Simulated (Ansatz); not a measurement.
## How far to go with the k-point mesh: Cr (P-3m1, 2 atoms in the cell)

```
CELL_PARAMETERS angstrom
      2.43626     0.00000     0.00000
     -1.21813     2.10986     0.00000
      0.00000     0.00000     4.46821
ATOMIC_POSITIONS crystal
  Cr 0.33333 0.66667 0.26119
  Cr 0.66667 0.33333 0.75000
```

Method: LDA (PW92), default PAW files made with PBE (plane waves; Ansatz, a program for electronic structure).

Base settings: basis.ecutwfc = 30.9 Ry; kpoints.mp_grid.grid = 15 15 8; hamiltonian.xc = lda; hamiltonian.pseudopotentials = {kind: paw} (the program's default PAW files); scf.occupations.method = gaussian; scf.occupations.width = 0.0073 Ry.

The second cell is the first with its lattice scaled by 0.98.

Only quantities that move along the ladder and can be compared are tabulated.

The count of work is k-points × plane waves × bands × iterations; it is no time. Core times come from one kind of shared machine, to one figure; runs under 30 s give none.

The starting cell comes from a database of computed structures (which also holds hypothetical and non-ambient phases and stackings), without a prior relaxation at this level. Its lattice was rescaled by up to half a per cent. One atom was moved a little off its site on purpose. Spin polarisation is off. In the base run, with a pressure of about -7 GPa the cell is away from its equilibrium volume at this level. Ansatz's pressure includes its estimate of the finite-basis (Pulay) stress.

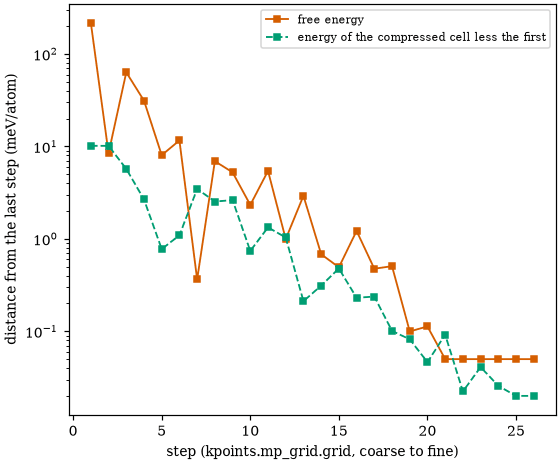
Figure: Distance from the last step along the ladder; very small values are drawn at a floor.

| kpoints.mp_grid.grid | free energy less the last step's (meV/atom) | energy of the compressed cell less the first (meV/atom) | pressure (GPa) | largest difference of a force vector from the last step's (eV/Å) | count of work / last | core time / last (rough) |
|---|---|---|---|---|---|---|
| 3 3 2 | 217.70 | 16.19 | -3.73 | 0.572 | 0.0013 | – |
| 4 4 2 | -8.44 | 16.17 | -4.69 | 0.045 | 0.0017 | – |
| 5 5 2 | -63.39 | 0.31 | -7.96 | 0.036 | 0.0021 | – |
| 5 5 3 | -31.30 | 3.35 | -7.20 | 0.005 | 0.0025 | – |
| 6 6 3 | -8.05 | 5.25 | -6.84 | 0.014 | 0.0036 | – |
| 7 7 3 | -11.62 | 7.12 | -6.47 | 0.056 | 0.0036 | – |
| 7 7 4 | -0.36 | 9.50 | -5.96 | 0.066 | 0.0059 | – |
| 8 8 4 | -6.93 | 3.49 | -7.18 | 0.010 | 0.0063 | – |
| 9 9 4 | 5.25 | 3.40 | -7.02 | 0.070 | 0.0090 | – |
| 10 10 5 | -2.33 | 6.77 | -6.45 | 0.003 | 0.010 | – |
| 11 11 5 | -5.44 | 4.70 | -6.95 | 0.016 | 0.014 | – |
| 12 12 6 | -1.00 | 4.99 | -6.83 | 0.004 | 0.021 | – |
| 13 13 7 | 2.92 | 6.24 | -6.49 | 0.016 | 0.023 | – |
| 15 15 7 | 0.68 | 5.72 | -6.66 | 0.011 | 0.035 | – |
| 15 15 8 | 0.49 | 5.55 | -6.69 | 0.004 | 0.040 | – |
| 16 16 8 | 1.22 | 5.80 | -6.62 | 0.019 | 0.045 | – |
| 18 18 9 | -0.48 | 5.79 | -6.65 | 0.001 | 0.053 | – |
| 20 20 10 | 0.51 | 6.13 | -6.55 | 0.001 | 0.071 | – |
| 22 22 11 | 0.10 | 5.95 | -6.61 | 0.001 | 0.092 | – |
| 25 25 12 | 0.11 | 6.07 | -6.59 | 0.003 | 0.13 | – |
| 27 27 13 | -0.02 | 6.12 | -6.57 | 0.003 | 0.16 | – |
| 30 30 14 | -0.01 | 6.05 | -6.58 | 0.001 | 0.21 | – |
| 33 33 16 | 0.00 | 5.99 | -6.60 | 0.001 | 0.29 | – |
| 37 37 18 | 0.01 | 6.00 | -6.60 | 0.001 | 0.40 | 0.6 |
| 41 41 20 | 0.02 | 6.03 | -6.59 | 0.000 | 0.55 | 0.6 |
| 46 46 22 | 0.01 | 6.01 | -6.60 | 0.000 | 0.75 | 0.8 |
| 51 51 24 | 0.00 | 6.03 | -6.60 | 0.000 | 1.0 | 1 |

Coarsest kpoints.mp_grid.grid that holds the forces within 0.005 eV/Å of the last step, with all finer ones: 18 18 9, at 0.053 of the last step's count of work; the step before is off by 0.019 eV/Å.

Coarsest kpoints.mp_grid.grid that holds the pressure within 0.5 GPa of the last step, with all finer ones: 9 9 4, at 0.0090 of the last step's count of work; the step before is off by 0.58 GPa.

Coarsest kpoints.mp_grid.grid that holds the energy of the compressed cell less the first within 2 meV/atom of the last step, with all finer ones: 10 10 5, at 0.010 of the last step's count of work; the step before is off by 2.6 meV/atom.

The energy difference between the two cells stays within 1 meV/atom of the last step's from 13 13 7 on, the total only from 18 18 9 on: much of the error is common to both cells and cancels.

Two neighbours can agree and both be off: 3 3 2 and 4 4 2 differ by 0.02 meV/atom in the energy of the compressed cell less the first, yet lie about 10 meV/atom from the last step.

Keys are those of Ansatz 0.2.
